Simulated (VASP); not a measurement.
Band structure of PtTe2 (1T layered). Calculation: PBEsol GGA, VASP's PBE PAW potentials (set 64) (plane waves; VASP).

Unless said otherwise, spin-orbit coupling is left out, though it shifts the bands of the heavy elements here.

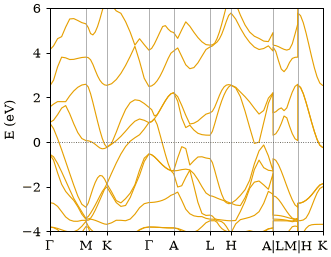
Fig. 1. Bands along high-symmetry lines, zero at the valence-band maximum or, without a gap, the Fermi level

Problem. Read the plot: is there a gap, and where are the band edges?

Solution. It has no gap at this level: it comes out as a metal or semimetal. (Edges off the drawn lines would not show.)

The compound is PtTe2 in the 1T layered structure. It was relaxed first.
